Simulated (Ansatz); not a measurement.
**CH₇NSiTe: from a rough start to a stationary point**

Aim: relax CH₇NSiTe from a cheap starting geometry, then compute its harmonic vibrations to see whether it is a minimum and to get the zero-point energy and entropy, and look at its orbitals and charge.

The runs use Ansatz 0.2.0, Gaussian basis; RKS PBE0-D4/def2-TZVP.

Levels to be run: relaxation at PBE-D4/def2-SVP; relaxation at PBE0-D4/def2-TZVP; harmonic vibrations at the same level; a single point in def2-TZVPP for the fields.

## 1. The starting structure

SMILES `C[Te][SiH2]N`, 11 atoms, charge 0, spin multiplicity 1.

Atoms are counted from 1 here; the program's logs count them from 0.

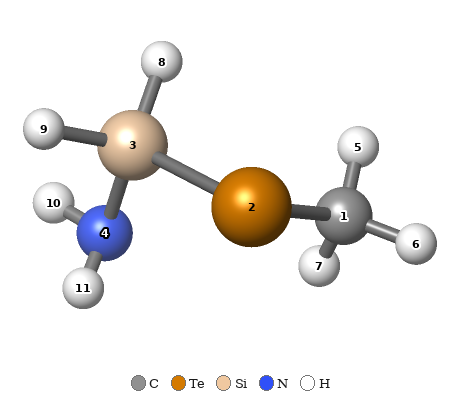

The starting geometry (carbon grey, tellurium orange, silicon light orange, nitrogen blue, hydrogen white); atoms are numbered from 1 in the order of the file.

The start is a force-field geometry with small random shifts, so a cheaper pass at PBE-D4/def2-SVP comes first. Te takes the def2 core potential; no spin-orbit term is included.

## 2. Geometry optimisation, PBE-D4/def2-SVP (cheap first pass)

File in.yaml:

```yaml
crystal:
  periodic: [false, false, false]
  atoms:
    - {symbol: C, position_ang: [-1.433000, 1.318900, -0.473600]}
    - {symbol: Te, position_ang: [-0.539100, 1.232600, 1.432000]}
    - {symbol: Si, position_ang: [0.435500, -0.952300, 0.800800]}
    - {symbol: N, position_ang: [1.578500, -0.736200, -0.632200]}
    - {symbol: H, position_ang: [-2.153100, 0.486500, -0.644300]}
    - {symbol: H, position_ang: [-2.073000, 2.316500, -0.543400]}
    - {symbol: H, position_ang: [-0.682100, 1.369700, -1.277700]}
    - {symbol: H, position_ang: [-0.565500, -1.896600, 0.506700]}
    - {symbol: H, position_ang: [1.282800, -1.438900, 1.976300]}
    - {symbol: H, position_ang: [1.956900, -1.670200, -0.786800]}
    - {symbol: H, position_ang: [2.257700, -0.087100, -0.337300]}
basis:
  gaussian: {orbitals: def2-SVP}
hamiltonian: {xc: pbe, dispersion: d4}
relax: {f_tol: 0.03, max_steps: 200}
```

The run is started by

```sh
$ ansatz run in.yaml --threads 4 --pin off --events-out ev --progress --plain --max-ram 10444MiB
```

Standard output (excerpt; [...] marks lines left out):

```text
Functional definition: PBE
  name "PBE"
  cite "Perdew, Burke & Ernzerhof, Phys. Rev. Lett. 77, 3865 (1996) doi:10.1103/PhysRevLett.77.3865"
  parent pbe
[...]
1252 factors; their error is unknown
[...]
mean field -17800.07257043 eV, -654.1406016406 hartree, gradient 1.7e-5 eV, S^2 0.000000; 0 other end points of the search recorded, 0 dependent functions left out
[...]
reference -17800.07260798 eV, -654.1406030207 hartree; 29, 29 occupied and 78, 78 virtual orbitals, 1252 factors
relax step   1: F+E_penalty+E_count = -17800.34267334 eV  Δ(F+E_penalty+E_count) = +0.000e0 eV  max|allowed force component| = 3.292e0 eV/Å  Δτ_max = 0.0000 Å  (31 SCF iters, accepted)
[...]
relax step   4: F+E_penalty+E_count = -17800.84411486 eV  Δ(F+E_penalty+E_count) = -6.153e-2 eV  max|allowed force component| = 4.665e-1 eV/Å  Δτ_max = 0.2000 Å  (29 SCF iters, accepted)
[...]
relax step   7: F+E_penalty+E_count = -17800.85135546 eV  Δ(F+E_penalty+E_count) = +1.168e-2 eV  max|allowed force component| = 8.425e-1 eV/Å  Δτ_max = 0.1951 Å  (36 SCF iters, rejected (line search))
[...]
relax step  10: F+E_penalty+E_count = -17800.88499061 eV  Δ(F+E_penalty+E_count) = -2.745e-3 eV  max|allowed force component| = 4.516e-2 eV/Å  Δτ_max = 0.0456 Å  (28 SCF iters, accepted)
[...]
relax step  13: F+E_penalty+E_count = -17800.88755270 eV  Δ(F+E_penalty+E_count) = -4.098e-4 eV  max|allowed force component| = 1.203e-2 eV/Å  Δτ_max = 0.0125 Å  (30 SCF iters, accepted)
1252 factors; their error is unknown
[...]
mean field -17800.61855319 eV, -654.1606661370 hartree, gradient 2.5e-5 eV, S^2 0.000000; 1 other end points of the search recorded, 0 dependent functions left out
[...]
reference -17800.61859162 eV, -654.1606675495 hartree; 29, 29 occupied and 78, 78 virtual orbitals, 1252 factors
Total energy: -17800.88759113 eV, -654.1705530992 hartree
Atom 0 at    -1.438731     1.325723    -0.529620 Å, force    -0.006155    -0.006984    -0.002567 eV/Å
Atom 1 at    -0.750327     1.066504     1.533632 Å, force    -0.007170     0.004542     0.002351 eV/Å
Atom 2 at     0.531409    -1.008775     0.930973 Å, force    -0.008237    -0.012033     0.002276 eV/Å
Atom 3 at     1.476253    -0.659447    -0.491996 Å, force     0.008918     0.009816    -0.004350 eV/Å
Atom 4 at    -2.378474     0.766442    -0.684598 Å, force     0.001141     0.002454     0.002140 eV/Å
Atom 5 at    -1.598623     2.406248    -0.696561 Å, force     0.006161    -0.001042     0.001382 eV/Å
Atom 6 at    -0.635163     0.944490    -1.186626 Å, force     0.001197     0.004164    -0.002645 eV/Å
Atom 7 at    -0.335577    -2.174936     0.535764 Å, force     0.002194     0.003826     0.002266 eV/Å
Atom 8 at     1.268050    -1.371516     2.200063 Å, force     0.003258    -0.001184     0.004312 eV/Å
Atom 9 at     1.730050    -1.417557    -1.130125 Å, force    -0.002236    -0.000263     0.000651 eV/Å
Atom 10 at     2.196733     0.065723    -0.460406 Å, force     0.000928    -0.003296    -0.005816 eV/Å
Dipole moment:     0.261557    -0.086889    -0.371455 e Å
```

It took 18 s on 4 threads of Arm Neoverse V2, shared host.

The steps of the relaxation: (the energy doesn't fall at every step)

| step | energy from step 1 (eV) | largest force component (eV/Å) |
| --- | --- | --- |
| 1 | 0.0000 | 3.2916 |
| 2 | -0.3712 | 1.1122 |
| 3 | -0.4399 | 0.8995 |
| 4 | -0.5014 | 0.4665 |
| 5 | -0.5193 | 0.4589 |
| 6 | -0.5204 | 0.2152 |
| 7 | -0.5087 | 0.8425 |
| 8 | -0.5350 | 0.0919 |
| 9 | -0.5396 | 0.1205 |
| 10 | -0.5423 | 0.0452 |
| 11 | -0.5440 | 0.0691 |
| 12 | -0.5445 | 0.0542 |
| 13 | -0.5449 | 0.0120 |

Close pairs (by a distance rule), those that changed most:

| bond | before (Å) | after (Å) | change (Å) |
| --- | --- | --- | --- |
| Si3–N4 | 1.846 | 1.743 | -0.102 |
| Si3–H8 | 1.407 | 1.506 | +0.099 |
| C1–Te2 | 2.107 | 2.190 | +0.084 |
| C1–H6 | 1.187 | 1.105 | -0.082 |
| Te2–Si3 | 2.474 | 2.513 | +0.038 |
| N4–H11 | 0.985 | 1.023 | +0.038 |
| Si3–H9 | 1.529 | 1.512 | -0.017 |
| C1–H5 | 1.114 | 1.105 | -0.009 |

## 3. Relaxation at PBE0-D4/def2-TZVP

File in.yaml:

```yaml
crystal:
  periodic: [false, false, false]
  atoms:
    - {symbol: C, position_ang: [-1.438731, 1.325723, -0.529620]}
    - {symbol: Te, position_ang: [-0.750327, 1.066504, 1.533632]}
    - {symbol: Si, position_ang: [0.531409, -1.008775, 0.930973]}
    - {symbol: N, position_ang: [1.476253, -0.659447, -0.491996]}
    - {symbol: H, position_ang: [-2.378474, 0.766442, -0.684598]}
    - {symbol: H, position_ang: [-1.598623, 2.406248, -0.696561]}
    - {symbol: H, position_ang: [-0.635163, 0.944490, -1.186626]}
    - {symbol: H, position_ang: [-0.335577, -2.174936, 0.535764]}
    - {symbol: H, position_ang: [1.268050, -1.371516, 2.200063]}
    - {symbol: H, position_ang: [1.730050, -1.417557, -1.130125]}
    - {symbol: H, position_ang: [2.196733, 0.065723, -0.460406]}
basis:
  gaussian: {orbitals: def2-TZVP}
hamiltonian: {xc: pbe0, dispersion: d4}
relax: {f_tol: 0.005, max_steps: 150}
```

The command is unchanged.

Standard output (excerpt; [...] marks lines left out):

```text
Functional definition: PBE0
  name "PBE0"
  cite "Adamo & Barone, J. Chem. Phys. 110, 6158 (1999) doi:10.1063/1.478522"
  cite "Perdew, Burke & Ernzerhof, Phys. Rev. Lett. 77, 3865 (1996) doi:10.1103/PhysRevLett.77.3865"
  parent pbe
[...]
1349 factors; their error is unknown
[...]
mean field -17808.51135016 eV, -654.4507210759 hartree, gradient 1.5e-5 eV, S^2 0.000000; 0 other end points of the search recorded, 0 dependent functions left out
[...]
reference -17808.51138339 eV, -654.4507222969 hartree; 29, 29 occupied and 162, 162 virtual orbitals, 1349 factors
relax step   1: F+E_penalty+E_count = -17808.74151872 eV  Δ(F+E_penalty+E_count) = +0.000e0 eV  max|allowed force component| = 5.980e-1 eV/Å  Δτ_max = 0.0000 Å  (31 SCF iters, accepted)
[...]
Atom 1 at    -0.661025     1.107691     1.459504 Å, force     0.000688    -0.000781    -0.001731 eV/Å
Atom 2 at     0.538959    -0.990208     0.899842 Å, force     0.001603    -0.000745     0.000832 eV/Å
Atom 3 at     1.554942    -0.724859    -0.455831 Å, force    -0.000008     0.001484    -0.000809 eV/Å
Atom 4 at    -2.326012     0.684969    -0.645756 Å, force     0.001335     0.000994     0.000902 eV/Å
Atom 5 at    -1.768905     2.380417    -0.626602 Å, force     0.000373    -0.002116     0.000333 eV/Å
Atom 6 at    -0.687571     1.099831    -1.239126 Å, force    -0.001640     0.000508     0.002432 eV/Å
Atom 7 at    -0.374758    -2.089889     0.494003 Å, force    -0.000144     0.000470    -0.000080 eV/Å
Atom 8 at     1.208133    -1.368990     2.177562 Å, force    -0.000395    -0.000537    -0.000313 eV/Å
Atom 9 at     1.779958    -1.480149    -1.082505 Å, force    -0.000433    -0.001891     0.000584 eV/Å
Atom 10 at     2.269574    -0.016103    -0.440422 Å, force    -0.000463     0.001060     0.001012 eV/Å
Dipole moment:     0.208473    -0.083703    -0.392322 e Å
```

Run time: 46 s. Hardware: 4 threads of Arm Neoverse V2, shared host; peak memory 0.51 GiB.

The steps of the relaxation:

| step | energy from step 1 (eV) | largest force component (eV/Å) |
| --- | --- | --- |
| 1 | 0.0000 | 0.5980 |
| 2 | -0.0480 | 0.3599 |
| 3 | -0.0588 | 0.1843 |
| 4 | -0.0617 | 0.0686 |
| 5 | -0.0624 | 0.0479 |
| 6 | -0.0639 | 0.0426 |
| 7 | -0.0643 | 0.0294 |
| 8 | -0.0644 | 0.0107 |
| 9 | -0.0645 | 0.0133 |
| 10 | -0.0645 | 0.0138 |
| 11 | -0.0645 | 0.0254 |
| 12 | -0.0645 | 0.0063 |
| 13 | -0.0645 | 0.0032 |

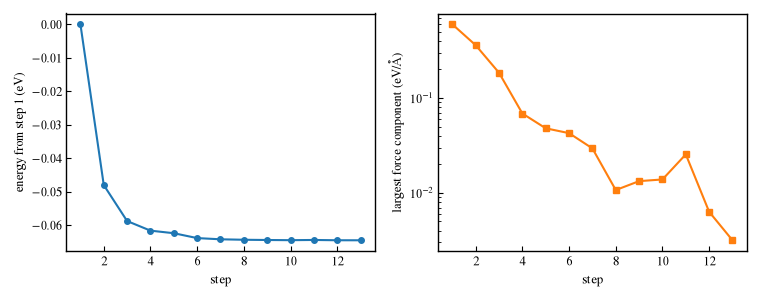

Energy and force, step by step.

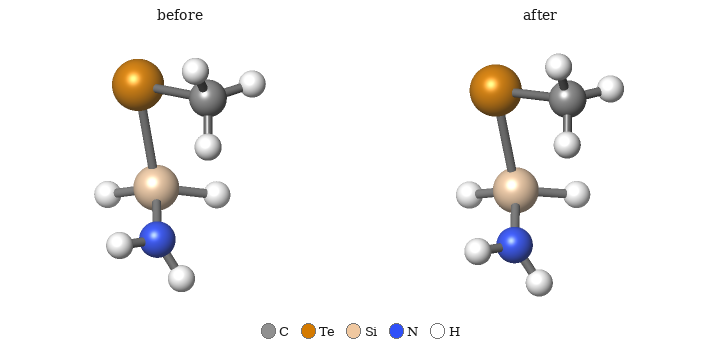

Before and after, at one scale.

Distances of close pairs at the start and the end, largest changes first:

| bond | before (Å) | after (Å) | change (Å) |
| --- | --- | --- | --- |
| C1–Te2 | 2.190 | 2.150 | -0.040 |
| Te2–Si3 | 2.513 | 2.481 | -0.032 |
| Si3–N4 | 1.743 | 1.715 | -0.029 |
| Si3–H9 | 1.512 | 1.491 | -0.020 |
| Si3–H8 | 1.506 | 1.486 | -0.020 |
| C1–H7 | 1.106 | 1.088 | -0.018 |
| C1–H5 | 1.105 | 1.087 | -0.017 |
| C1–H6 | 1.105 | 1.088 | -0.017 |

Mulliken charges at the end point, from the run's report:

| atom | value (e) |
| --- | --- |
| C1 | -0.49 |
| Te2 | -0.03 |
| Si3 | 0.24 |
| N4 | -0.62 |
| H5 | 0.15 |
| H6 | 0.15 |
| H7 | 0.16 |
| H8 | -0.02 |
| H9 | -0.04 |
| H10 | 0.24 |
| H11 | 0.25 |

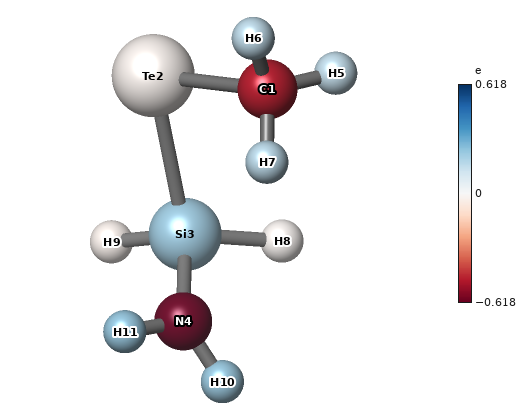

Mulliken charges at the end point, from the run's report, as colours on the atoms.

## 4. Force constants and modes

File in.yaml:

```yaml
crystal:
  periodic: [false, false, false]
  atoms:
    - {symbol: C, position_ang: [-1.467696, 1.340188, -0.520169]}
    - {symbol: Te, position_ang: [-0.661025, 1.107691, 1.459504]}
    - {symbol: Si, position_ang: [0.538959, -0.990208, 0.899842]}
    - {symbol: N, position_ang: [1.554942, -0.724859, -0.455831]}
    - {symbol: H, position_ang: [-2.326012, 0.684969, -0.645756]}
    - {symbol: H, position_ang: [-1.768905, 2.380417, -0.626602]}
    - {symbol: H, position_ang: [-0.687571, 1.099831, -1.239126]}
    - {symbol: H, position_ang: [-0.374758, -2.089889, 0.494003]}
    - {symbol: H, position_ang: [1.208133, -1.368990, 2.177562]}
    - {symbol: H, position_ang: [1.779958, -1.480149, -1.082505]}
    - {symbol: H, position_ang: [2.269574, -0.016103, -0.440422]}
basis:
  gaussian: {orbitals: def2-TZVP}
hamiltonian: {xc: pbe0, dispersion: d4}
phonons: {temperatures: {t_min: 298.15, t_max: 900, t_step: 200}}
```

Launched as before.

Standard output (excerpt; [...] marks lines left out):

```text
Functional definition: PBE0
  name "PBE0"
  cite "Adamo & Barone, J. Chem. Phys. 110, 6158 (1999) doi:10.1063/1.478522"
  cite "Perdew, Burke & Ernzerhof, Phys. Rev. Lett. 77, 3865 (1996) doi:10.1103/PhysRevLett.77.3865"
  parent pbe
[...]
1349 factors; their error is unknown
[...]
mean field -17808.57612125 eV, -654.4531013695 hartree, gradient 1.5e-5 eV, S^2 0.000000; 0 other end points of the search recorded, 0 dependent functions left out
[...]
reference -17808.57615422 eV, -654.4531025813 hartree; 29, 29 occupied and 162, 162 virtual orbitals, 1349 factors
[...]
1349 factors; their error is unknown
mean field -17808.57593532 eV, -654.4530945368 hartree, gradient 3.0e-6 eV, S^2 0.000000; 0 other end points of the search recorded, 0 dependent functions left out
[...]
reference -17808.57596830 eV, -654.4530957487 hartree; 29, 29 occupied and 162, 162 virtual orbitals, 1349 factors
[...]
Atom 4 at    -2.326012     0.684969    -0.645756 Å, force     0.001347     0.000959     0.000947 eV/Å
Atom 5 at    -1.768905     2.380417    -0.626602 Å, force     0.000366    -0.002098     0.000344 eV/Å
Atom 6 at    -0.687571     1.099831    -1.239126 Å, force    -0.001459     0.000345     0.002570 eV/Å
Atom 7 at    -0.374758    -2.089889     0.494003 Å, force    -0.000192     0.000555    -0.000115 eV/Å
Atom 8 at     1.208133    -1.368990     2.177562 Å, force    -0.000394    -0.000521    -0.000333 eV/Å
Atom 9 at     1.779958    -1.480149    -1.082505 Å, force    -0.000446    -0.001854     0.000593 eV/Å
Atom 10 at     2.269574    -0.016103    -0.440422 Å, force    -0.000463     0.001080     0.000995 eV/Å
Dipole moment:     0.208476    -0.083705    -0.392325 e Å
Vibrations: 70.65 103.51 116.59 154.64 264.67 329.00 364.48 525.33 541.20 667.23 798.51 850.30 857.02 869.83 906.28 952.17 1252.39 1455.78 1465.36 1570.33 2185.74 2219.27 3081.73 3187.91 3192.77 3603.67 3705.05 cm⁻¹, zero-point energy 2.187788 eV
```

Wall time 2.6 min (4 threads of Arm Neoverse V2, shared host); peak memory 0.5 GiB.

Motions are named by where the mode's potential energy lies. Wavenumbers, unscaled:

| mode | cm⁻¹ | motion |
| --- | --- | --- |
| 1 | 71 | torsion |
| 2 | 104 | torsion |
| 3 | 117 | bend |
| 4 | 155 | bend with torsion |
| 5 | 265 | torsion |
| 6 | 329 | Si–Te stretch with torsion |
| 7 | 364 | torsion with Si–Te stretch |
| 8 | 525 | torsion with bend |
| 9 | 541 | Te–C stretch |
| 10 | 667 | bend |
| 11 | 799 | bend |
| 12 | 850 | bend |
| 13 | 857 | Si–N stretch with bend |
| 14 | 870 | bend with Si–N stretch |
| 15 | 906 | bend |
| 16 | 952 | bend with wag or twist |
| 17 | 1252 | bend |
| 18 | 1456 | bend |
| 19 | 1465 | bend |
| 20 | 1570 | bend |
| 21 | 2186 | Si–H stretch |
| 22 | 2219 | Si–H stretch |
| 23 | 3082 | C–H stretch |
| 24 | 3188 | C–H stretch |
| 25 | 3193 | C–H stretch |
| 26 | 3604 | N–H stretch |
| 27 | 3705 | N–H stretch |

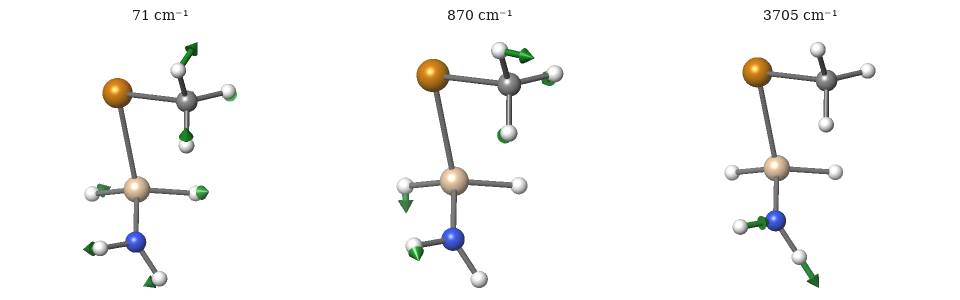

Displacements of 3 modes, as arrows.

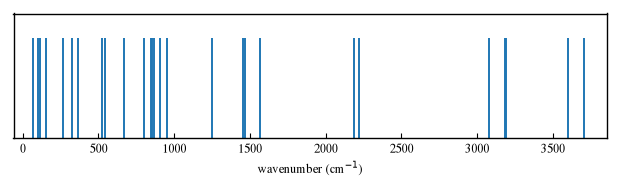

The harmonic wavenumbers as sticks (no intensities were computed).

Ideal gas, rigid rotor and harmonic oscillator at 298.15 K and 1 bar, with symmetry number 1:

| term | value |
| --- | --- |
| zero-point energy | 211.1 kJ/mol |
| H(298) − E | 234.1 kJ/mol |
| entropy, translation | 174.2 J/(mol K) |
| entropy, rotation | 115.8 J/(mol K) |
| entropy, vibration | 82.9 J/(mol K) |
| entropy, total | 372.9 J/(mol K) |

## 5. A single point for the fields

in.yaml: that of step 4 with these lines changed.

```diff
@@ -15,4 +15,4 @@
 basis:
-  gaussian: {orbitals: def2-TZVP}
+  gaussian: {orbitals: def2-TZVPP}
 hamiltonian: {xc: pbe0, dispersion: d4}
-phonons: {temperatures: {t_min: 298.15, t_max: 900, t_step: 200}}
+output: {orbitals: {seedname: orbitals}}
```

Same command.

Standard output:

```text
Functional definition: PBE0
  name "PBE0"
  cite "Adamo & Barone, J. Chem. Phys. 110, 6158 (1999) doi:10.1063/1.478522"
  cite "Perdew, Burke & Ernzerhof, Phys. Rev. Lett. 77, 3865 (1996) doi:10.1103/PhysRevLett.77.3865"
  parent pbe
  parameter a = 0.25
  parameter kappa = 0.804
  parameter beta = 0.06672455060314922
  exchange = (1 - a)*pbe_x(kappa = kappa, mu = beta*pi^2/3) + a*exact_x
  correlation = pbe_c(beta = beta)
1477 factors; their error is unknown
mean field evaluation 1: about -17797.7048 eV, gradient 7.3e1 eV
mean field evaluation 2: about -17781.0989 eV, gradient 1.1e2 eV
mean field evaluation 4: about -17808.4665 eV, gradient 4.8e0 eV
mean field evaluation 8: about -17808.6632 eV, gradient 5.8e-1 eV
mean field evaluation 16: about -17808.6636 eV, gradient 5.9e-5 eV
mean field -17808.66357596 eV, -654.4563152706 hartree, gradient 5.9e-5 eV, S^2 0.000000; 0 other end points of the search recorded, 0 dependent functions left out
reference -17808.66360883 eV, -654.4563164787 hartree; 29, 29 occupied and 223, 223 virtual orbitals, 1477 factors
Total energy: -17808.89356806 eV, -654.4647673247 hartree
```

Run time: 3.2 s. Hardware: 4 threads of Arm Neoverse V2, shared host; peak memory 0.65 GiB.

Orbitals, density, ELF and potential are computed afterwards from the orbital file.

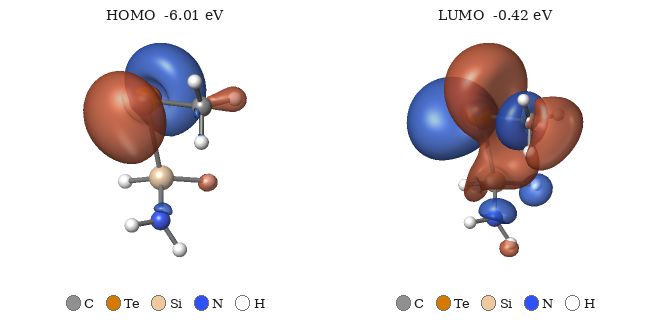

Frontier orbitals at PBE0-D4/def2-TZVPP; each surface holds 70 % of the orbital's density, blue and red mark the sign.

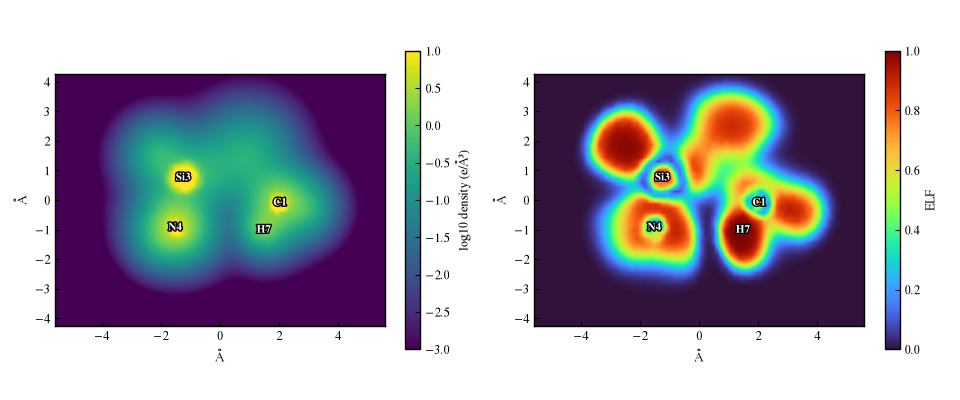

Density (left) and ELF (right) in a plane through or near 4 of the atoms.

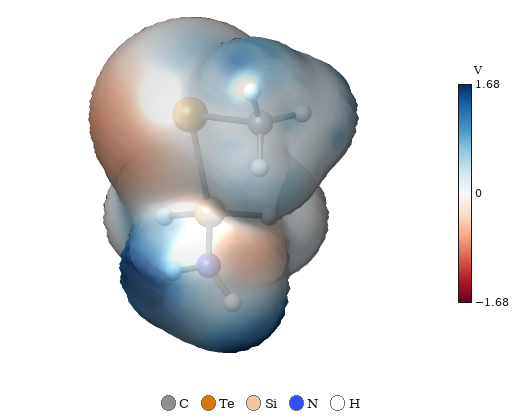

Electrostatic potential on the surface of density 0.002 e/bohr³; red is low, blue high. It runs from -0.79 V near Te2 to 1.68 V near H11.

## 6. Results

```
                  quantity            value
               point group               C1
                     steps          13 + 13
shift from the start (rms)          0.240 Å
              total energy   -17808.8061 eV
           dispersion term         -230 meV
             dipole moment           2.17 D
lowest, highest wavenumber    71, 3705 cm⁻¹
         zero-point energy     211.1 kJ/mol
       entropy at 298.15 K  372.9 J/(mol K)
                HOMO, LUMO  -6.01, -0.42 eV
```

What this shows: The relaxed geometry lies 0.24 Å (rms) from the start; the bond that changed most is Si3–N4, from 1.846 to 1.715 Å. All wavenumbers are real, so the end point is a minimum. The stiffest mode, 3705 cm⁻¹, is an N–H stretch, and 4 modes under 200 cm⁻¹ make the vibrational entropy uncertain. Harmonic hybrid wavenumbers usually lie a few per cent above measured fundamentals. The largest Mulliken charge, -0.62 e, sits on N4. The HOMO lies mostly on Te2 82 % and the LUMO on Te2 45 %; C1 15 %.
